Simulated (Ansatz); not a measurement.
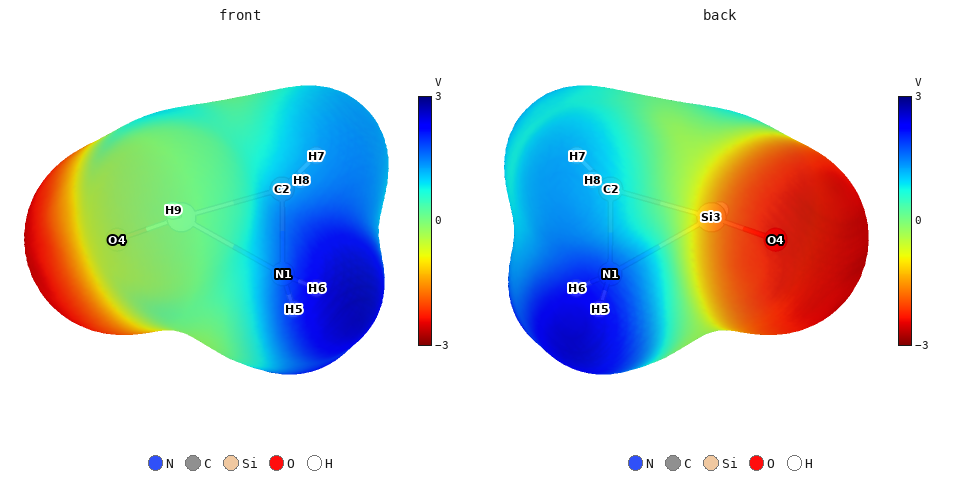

Figure 1: CH₅NOSi. The electrostatic potential painted on the density surface at 0.002 e/bohr³, seen from the front and from behind; red is negative and blue positive.

Level of theory: RKS revPBE-D4/6-31G* in Ansatz 0.2.0.

The calculation's input:

```
crystal:
  periodic: [false, false, false]
  atoms:
    - { symbol: "N", position_ang: [-0.36992, 1.28929, 0.07503] }
    - { symbol: C, position_ang: [-0.21282, -0.08001, 0.57283] }
    - { symbol: Si, position_ang: [0.82246, -1.07105, -0.68152] }
    - { symbol: O, position_ang: [0.33842, -2.33675, -1.34302] }
    - { symbol: H, position_ang: [-0.93799, 1.29229, -0.76538] }
    - { symbol: H, position_ang: [-0.84084, 1.86871, 0.76223] }
    - { symbol: H, position_ang: [0.30284, -0.01232, 1.53584] }
    - { symbol: H, position_ang: [-1.17411, -0.58153, 0.76777] }
    - { symbol: H, position_ang: [2.07196, -0.36863, -0.92378] }
basis:
  gaussian: { orbitals: "6-31G*" }
hamiltonian:
  xc: revpbe
  dispersion: d4
relax:
  f_tol: 0.015
  max_steps: 40
output:
  orbitals: {}
```

Command:

```sh
ansatz run input.yaml --threads 1 --pin off --max-ram 2048MiB --backend cpu --events-out ev --progress --plain --runs-dir out
```

The fields are those of the relaxed geometry.

### Where is the surface potential most negative and most positive?

The most negative region (about −2.7 V) lies over O4, the most positive (about +2.7 V) over H6. O4 is the likeliest acceptor of a hydrogen bond.
